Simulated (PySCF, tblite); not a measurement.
# C13H10O3Se: excited states

Aim: compute the excited states of C13H10O3Se (`C[Se]c1cc(-c2ccco2)oc1-c1ccco1`).

Computed with tblite 0.8.0 and PySCF 2.14.0 and routines of our own; the level stands in each step. Atoms count from 0.

## (1) The starting structure

27 atoms, charge 0, multiplicity 1; geometry from: force field or distance geometry start.

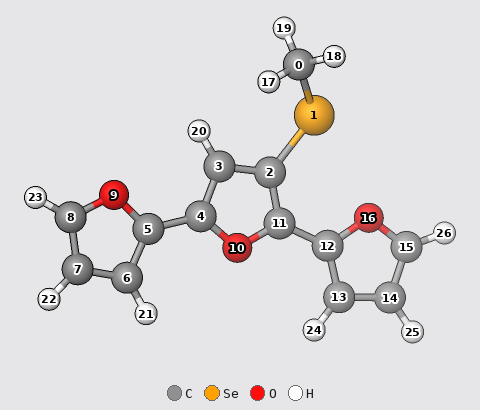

The starting geometry (carbon grey, selenium orange, oxygen red, hydrogen white).

## (2) Optimising the geometry with GFN2-xTB

What the job is given:

```
{"job": {"kind": "relax", "xc": "GFN2-xTB", "basis": "xTB"}, "charge": 0, "multiplicity": 1}
C      1.961900     3.440800     1.155400
Se     2.353200     2.028000    -0.113700
C      0.858100     0.844400    -0.138700
C     -0.452000     1.304600    -0.021400
C     -1.227900     0.151300    -0.084800
C     -2.688100     0.149100    -0.006200
C     -3.525200    -0.962200    -0.079200
C     -4.794600    -0.446000     0.063600
C     -4.695800     0.920000     0.206400
O     -3.419300     1.223600     0.164500
O     -0.425600    -0.873200    -0.256600
C      0.833100    -0.511100    -0.289900
C      1.992300    -1.373300    -0.448500
C      2.019800    -2.753500    -0.615000
C      3.367600    -3.070000    -0.729300
C      4.084900    -1.884800    -0.630800
O      3.240100    -0.912200    -0.480400
H      0.962900     3.194800     1.617400
H      2.751600     3.453100     1.930400
H      1.919200     4.441400     0.643200
H     -0.803100     2.332200     0.126800
H     -3.214100    -1.993200    -0.207300
H     -5.723900    -1.034500     0.063300
H     -5.523200     1.637900     0.334200
H      1.172500    -3.435600    -0.633400
H      3.781900    -4.083400    -0.862300
H      5.173700    -1.761800    -0.695500
```

Command:

```
> OMP_NUM_THREADS=1 python excited_run.py task.json out
```

One launch serves the whole session: the jobs run in the order shown.

The log of the run:

```text
step      E/eV     max force
  0   -1313.21932    3.627
  1   -1313.81133    1.032
  2   -1313.87065    0.679
  3   -1313.91630    0.478
  4   -1313.94222    0.479
  5   -1313.96924    0.251
  6   -1313.98144    0.285
  7   -1313.99683    0.293
  8   -1314.01092    0.326
  9   -1314.02158    0.180
 10   -1314.02872    0.166
 11   -1314.03537    0.188
 12   -1314.04157    0.241
 13   -1314.04623    0.176
 14   -1314.04950    0.147
 15   -1314.05228    0.136
 16   -1314.05511    0.115
 17   -1314.05801    0.131
 18   -1314.06089    0.157
 19   -1314.06416    0.187
 20   -1314.06806    0.183
 21   -1314.07218    0.245
 22   -1314.07598    0.216
 23   -1314.07934    0.156
 24   -1314.08243    0.153
 25   -1314.08557    0.128
 26   -1314.08857    0.160
 27   -1314.09124    0.120
 28   -1314.09371    0.126
 29   -1314.09627    0.115
 30   -1314.09906    0.131
 31   -1314.10168    0.110
 32   -1314.10377    0.142
 33   -1314.10549    0.125
 34   -1314.10728    0.125
 35   -1314.10924    0.125
 36   -1314.11102    0.110
 37   -1314.11233    0.090
 38   -1314.11332    0.079
 39   -1314.11430    0.085
 40   -1314.11563    0.085
 41   -1314.11689    0.090
 42   -1314.11792    0.086
 43   -1314.11888    0.090
 44   -1314.12025    0.110
 45   -1314.12244    0.138
 46   -1314.12513    0.146
 47   -1314.12792    0.109
 48   -1314.13074    0.148
 49   -1314.13324    0.177
 50   -1314.13623    0.186
 51   -1314.13945    0.171
 52   -1314.14224    0.131
 53   -1314.14475    0.121
 54   -1314.14797    0.133
 55   -1314.14747    0.302
 56   -1314.15180    0.072
 57   -1314.15300    0.062
 58   -1314.15514    0.134
 59   -1314.15608    0.062
 60   -1314.15683    0.050
 61   -1314.15778    0.065
 62   -1314.15861    0.070
 63   -1314.15981    0.093
 64   -1314.16126    0.104
 65   -1314.16286    0.099
 66   -1314.16412    0.078
 67   -1314.16510    0.058
 68   -1314.16599    0.056
 69   -1314.16673    0.056
 70   -1314.16743    0.063
 71   -1314.16819    0.051
 72   -1314.16892    0.046
 73   -1314.16942    0.036
 74   -1314.16973    0.041
 75   -1314.16997    0.044
 76   -1314.17023    0.031
 77   -1314.17047    0.029
 78   -1314.17067    0.030
 79   -1314.17082    0.032
 80   -1314.17095    0.033
 81   -1314.17111    0.030
 82   -1314.17132    0.030
 83   -1314.17155    0.037
 84   -1314.17175    0.025
 85   -1314.17189    0.023
 86   -1314.17200    0.028
 87   -1314.17211    0.030
 88   -1314.17223    0.027
 89   -1314.17237    0.026
 90   -1314.17250    0.025
 91   -1314.17261    0.019
 92   -1314.17270    0.024
 93   -1314.17280    0.027
 94   -1314.17295    0.027
 95   -1314.17320    0.034
 96   -1314.17357    0.041
 97   -1314.17395    0.036
 98   -1314.17423    0.029
 99   -1314.17445    0.030
100   -1314.17468    0.045
101   -1314.17497    0.053
102   -1314.17528    0.041
103   -1314.17556    0.039
104   -1314.17579    0.031
105   -1314.17596    0.023
106   -1314.17609    0.022
107   -1314.17620    0.023
108   -1314.17631    0.022
109   -1314.17639    0.020
110   -1314.17645    0.015
111   -1314.17649    0.011
112   -1314.17652    0.012
113   -1314.17656    0.017
114   -1314.17661    0.020
115   -1314.17666    0.015
116   -1314.17671    0.012
117   -1314.17674    0.013
118   -1314.17678    0.016
119   -1314.17682    0.016
120   -1314.17686    0.011
121   -1314.17690    0.013
122   -1314.17694    0.013
123   -1314.17698    0.012
124   -1314.17703    0.014
125   -1314.17708    0.015
126   -1314.17713    0.015
127   -1314.17717    0.015
128   -1314.17720    0.011
129   -1314.17721    0.007
```

Wall time 2 s (1 thread of Arm Neoverse V1, shared host); peak memory 0.24 GiB.

The steps of the relaxation: (not every step is listed)

```csv
step,energy from step 0 (eV),largest force (eV/Å)
0,0.0000,3.6266
1,-0.5920,1.0323
2,-0.6513,0.6793
3,-0.6970,0.4780
4,-0.7229,0.4787
5,-0.7499,0.2509
6,-0.7621,0.2855
7,-0.7775,0.2934
8,-0.7916,0.3259
19,-0.8448,0.1867
30,-0.8797,0.1309
41,-0.8976,0.0901
52,-0.9229,0.1306
63,-0.9405,0.0931
74,-0.9504,0.0413
85,-0.9526,0.0227
96,-0.9543,0.0413
107,-0.9569,0.0230
118,-0.9575,0.0164
124,-0.9577,0.0139
125,-0.9578,0.0152
126,-0.9578,0.0147
127,-0.9579,0.0149
128,-0.9579,0.0115
129,-0.9579,0.0071
```

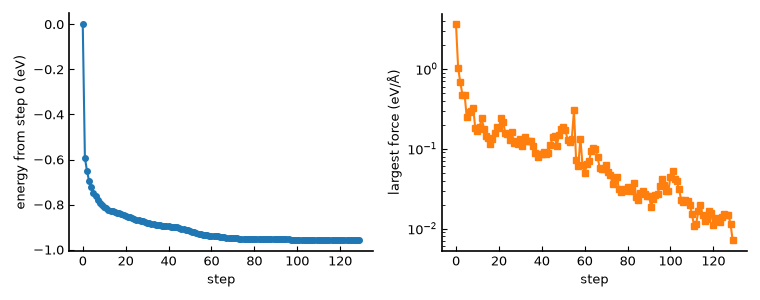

Energy and largest force along the relaxation.

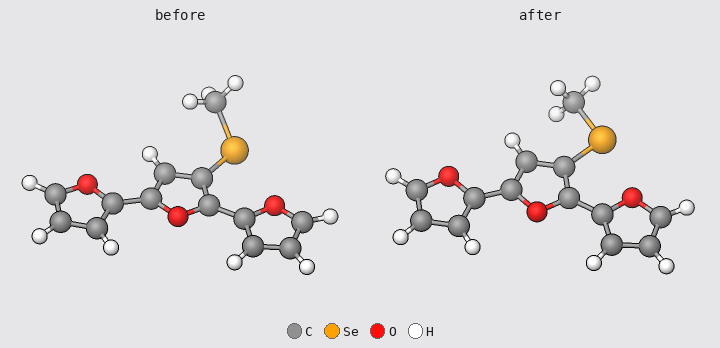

The geometry before (left) and after (right).

Close pairs (by a distance rule), those that changed most:

```csv
bond,before (Å),after (Å),change (Å)
C15–O16,1.297,1.344,+0.047
C4–O10,1.313,1.355,+0.042
C5–O9,1.311,1.353,+0.042
O10–C11,1.310,1.351,+0.041
C0–H17,1.128,1.087,-0.041
C0–H19,1.125,1.087,-0.038
C6–C7,1.378,1.411,+0.034
C14–H25,1.103,1.071,-0.032
```

The end geometry stands in the next job.

## (3) Harmonic vibrations with GFN2-xTB

What the job is given:

```
{"job": {"kind": "ir", "xc": "GFN2-xTB", "basis": "xTB"}, "charge": 0, "multiplicity": 1}
C      1.889290     3.448610     0.934865
Se     2.587341     1.687214     0.452633
C      0.937828     0.808445     0.230489
C     -0.384686     1.283267     0.362057
C     -1.203250     0.215117     0.079657
C     -2.633326     0.125426     0.052440
C     -3.463478    -0.933659    -0.225762
C     -4.779748    -0.437686    -0.109814
C     -4.659404     0.876034     0.227355
O     -3.366430     1.228220     0.329102
O     -0.470780    -0.885391    -0.216371
C      0.828418    -0.525101    -0.125628
C      1.898828    -1.430711    -0.384283
C      1.963140    -2.754904    -0.743046
C      3.338092    -3.058429    -0.853750
C      4.009099    -1.911172    -0.557818
O      3.147371    -0.920076    -0.271731
H      1.301871     3.373253     1.846109
H      2.745947     4.096245     1.101518
H      1.286645     3.838456     0.118778
H     -0.711426     2.267957     0.624648
H     -3.156905    -1.927252    -0.478047
H     -5.688961    -0.983168    -0.257191
H     -5.389118     1.638775     0.413772
H      1.133914    -3.411922    -0.902310
H      3.765741    -4.003928    -1.117792
H      5.054090    -1.677197    -0.517719
```

The log of the run:

```text
mode    cm-1     km/mol
  1      46.7      1.59
  2      50.3      0.40
  3      57.6      0.39
  4      62.7      0.07
  5      88.3      0.34
  6      95.2      1.03
  7     124.6      0.65
  8     164.8      0.82
  9     174.3      0.38
 10     208.0      0.65
 11     221.9      1.70
 12     252.8      0.79
 13     283.3      0.23
 14     288.0      0.04
 15     377.4      0.00
 16     427.1      0.46
 17     515.0      0.48
 18     540.8      0.43
 19     569.8     24.74
 20     580.0      1.03
 21     582.2      1.96
 22     592.3      1.01
 23     600.9      9.54
 24     647.6      0.63
 25     659.0      0.59
 26     756.3     12.36
 27     760.9     12.51
 28     794.3     10.23
 29     806.4      7.89
 30     814.6     10.76
 31     844.6      2.50
 32     845.1      2.53
 33     850.0     10.09
 34     856.5      5.08
 35     857.9      6.27
 36     864.5     21.23
 37     866.8      9.63
 38     871.6     11.50
 39     957.3      1.54
 40     974.5      4.58
 41    1036.2      5.03
 42    1036.9     69.99
 43    1062.1     10.00
 44    1091.2      6.47
 45    1106.9     28.77
 46    1111.9     24.09
 47    1123.6      4.86
 48    1160.6     66.79
 49    1183.1      7.75
 50    1218.8     20.32
 51    1220.8      0.29
 52    1285.7      0.22
 53    1287.2      5.96
 54    1314.3     27.79
 55    1353.3      2.42
 56    1375.1      5.43
 57    1380.8      5.06
 58    1408.2     32.44
 59    1440.3      9.69
 60    1440.7      5.20
 61    1457.1      8.14
 62    1505.5     23.68
 63    1523.9     31.50
 64    1583.9      4.49
 65    1593.3     20.39
 66    3010.3      5.91
 67    3019.8     14.23
 68    3031.5     11.30
 69    3169.1      2.22
 70    3172.3      3.81
 71    3186.0     20.89
 72    3187.3     20.48
 73    3190.9      4.21
 74    3197.7      4.80
 75    3198.2      9.84
```

It took 2.3 s on 1 thread of Arm Neoverse V1, shared host; peak memory 0.24 GiB.

The strongest bands and the atoms that carry them (share of the mass-weighted mode):

```csv
cm⁻¹,km/mol,atoms
570,24.7,"C0 71 %, Se1 16 %"
1037,70.0,"H21 33 %, H22 22 %"
1107,28.8,"H21 22 %, O9 17 %, C8 15 %"
1112,24.1,"H24 21 %, O16 18 %, C15 18 %, H26 15 %"
1161,66.8,"H26 18 %, H23 12 %, O16 10 %"
1314,27.8,"C4 21 %, C5 11 %, C11 10 %"
1408,32.4,"C11 17 %, C2 14 %"
1524,31.5,"C8 20 %, C7 19 %, C4 18 %, C3 11 %"
```

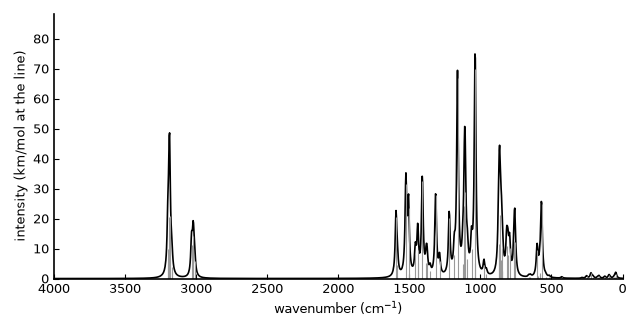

The infrared spectrum from these modes, unscaled. Lines are broadened to a width of 14 cm⁻¹ (Lorentzian).

## (4) Excited states: TDA BHandHLYP/def2-SVP

The job, as its differences from that of step 3:

```diff
@@ -1,2 +1,2 @@
-{"job": {"kind": "ir", "xc": "GFN2-xTB", "basis": "xTB"}, "charge": 0, "multiplicity": 1}
+{"job": {"kind": "states", "xc": "BHandHLYP", "basis": "def2-SVP", "tda": true, "soc": true, "nstates": 6, "ntriplets": 6, "nquad": 4}, "charge": 0, "multiplicity": 1}
 C      1.889290     3.448610     0.934865
```

Method: TDA BHandHLYP/def2-SVP excited states, vertical, gas phase, spin-orbit mean-field couplings.

The log of the run:

```text
coarse grid: 114936 points
cycle   1  E = -3127.1684098237  dE =  3.551e+00  |g| = 7.073e-01  |ddm| = 6.545e+00
cycle   2  E = -3127.2057452688  dE = -3.734e-02  |g| = 6.586e-01  |ddm| = 1.382e+00
cycle   3  E = -3127.2884302179  dE = -8.268e-02  |g| = 9.988e-02  |ddm| = 6.486e-01
cycle   4  E = -3127.2903677283  dE = -1.938e-03  |g| = 3.657e-02  |ddm| = 1.390e-01
cycle   5  E = -3127.2906570516  dE = -2.893e-04  |g| = 1.427e-02  |ddm| = 5.352e-02
cycle   6  E = -3127.2907087785  dE = -5.173e-05  |g| = 2.452e-03  |ddm| = 1.952e-02
cycle   7  E = -3127.2907102487  dE = -1.470e-06  |g| = 1.224e-03  |ddm| = 4.393e-03
final grid: 246128 points
cycle   8  E = -3127.2906799866  dE =  1.996e-07  |g| = 1.754e-03  |ddm| = 3.960e-03
cycle   9  E = -3127.2906791228  dE =  8.638e-07  |g| = 2.594e-03  |ddm| = 4.936e-03
cycle  10  E = -3127.2906807418  dE = -1.619e-06  |g| = 1.292e-04  |ddm| = 2.952e-03
cycle  11  E = -3127.2906807460  dE = -4.273e-09  |g| = 3.270e-05  |ddm| = 1.510e-04
cycle  12  E = -3127.2906807468  dE = -7.467e-10  |g| = 1.410e-05  |ddm| = 1.028e-04
converged SCF energy = -3127.2906807468

Singlet excitations
state   eV       nm        f     d(h-e)  d(exc)  Lambda  PR(NTO)  |dmu|/D   mu/D   main configurations
  1   3.9340   315.2   0.99456   0.911   4.199   0.784   1.070    2.533    1.735   H->L 0.96
  2   4.9815   248.9   0.28789   1.567   4.646   0.550   1.187    4.685    4.533   H-1->L 0.90
  3   5.2426   236.5   0.10737   0.628   3.717   0.497   1.212    2.085    2.149   H->L+2 0.38, H->L+1 0.30, H-1->L+2 0.16
  4   5.2521   236.1   0.19165   0.353   4.032   0.602   1.320    1.103    0.403   H->L+1 0.55, H->L+2 0.21, H-1->L+2 0.09
  5   5.9070   209.9   0.11554   0.833   4.209   0.715   1.265                     H-2->L 0.88
  6   6.3361   195.7   0.00146   1.465   3.911   0.424   1.055                     H->L+5 0.73

Triplet excitations (Tamm-Dancoff)
state   eV     d(h-e)  d(exc)  Lambda  PR(NTO)   main configurations
  1   2.2270   0.253   3.649   0.772   1.202   H->L 0.86
  2   3.3198   0.084   3.024   0.688   2.179   H->L+1 0.45, H-1->L 0.20, H-2->L 0.20
  3   4.2088   0.731   3.245   0.675   2.347   H-1->L 0.27, H->L+3 0.17, H-2->L+1 0.17
  4   4.5526   0.855   3.228   0.662   2.269   H-1->L 0.20, H->L+3 0.13, H-2->L 0.12
  5   4.7610   0.820   2.953   0.383   1.011   H->L+2 0.45, H-1->L+2 0.33
  6   4.9591   1.270   4.626   0.700   1.869   H->L+1 0.39, H-1->L 0.17, H-2->L 0.14
S1 - T1 = 1.7070 eV

Spin-orbit couplings |<S|Hso|T>| (cm-1)
             T1       T2       T3       T4       T5       T6
S0        0.273    0.851    2.008    4.257  745.583   18.058
S1        0.088    0.043    0.145    0.152   36.855    0.619
S2        0.678    0.159    0.347    0.452   32.403    0.575
S3       41.840   39.788   29.914   29.648   41.984   42.037
S4       30.795   29.402   22.252   22.222   57.819   28.917
S5        0.125    0.189    0.262    0.297   24.322    0.428
S6       54.143   51.615   37.891   37.863  259.401   53.713
T1 sublevels (cm-1): 0.000 0.086 0.092   radiative rates (1/s): 0.213 10.7 0.0332
```

Run time: 3.1 min. Hardware: 1 thread of Arm Neoverse V1, shared host; peak memory 1.6 GiB.

Key values:

```csv
quantity,value
S1 less T1,1.71 eV
```

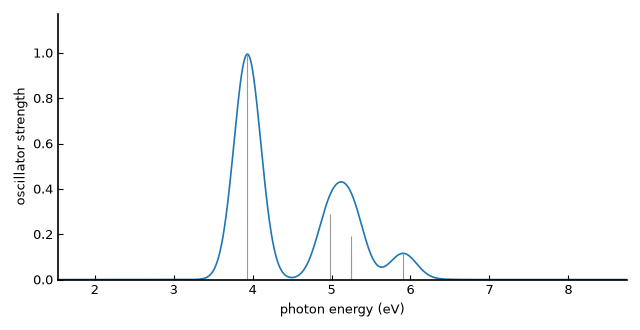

Absorption lines of the singlets. Lines are broadened to a width of 0.40 eV (Gaussian).

## (5) Results

```
                                   quantity                 value
  strongest single infrared mode (GFN2-xTB)  1037 cm⁻¹, 70 km/mol
               zero-point energy (GFN2-xTB)        120.9 kcal/mol
S1 less T1 (step 4, TDA BHandHLYP/def2-SVP)               1.71 eV
```

No mode is imaginary among the 75: a minimum at this level. Unscaled tight-binding wavenumbers are off by several per cent, some by more. Its intensities can rank the bands wrongly. Scalar relativity is left out for the heavy atoms. In step 4, the number of triplets below S1 is 2, and the largest singlet-triplet spin-orbit coupling is S0–T5, 745.58 cm⁻¹.
